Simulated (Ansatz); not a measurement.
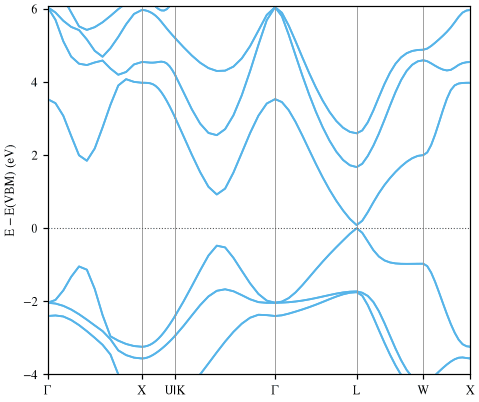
Fig. 1. Band structure from the program Ansatz at the PBE+D3(BJ) with spin–orbit coupling level (PAW)

Read off the gap and where the band edges lie.

About 0.1 eV (0.09 eV by a search for the band edges); maximum at L, minimum at L.

The material is PbS (rock salt, Fm-3m).

The cell was relaxed with PBE+D3(BJ) under the symmetry of its start.

Potentials: the later of the program's two PAW sets.
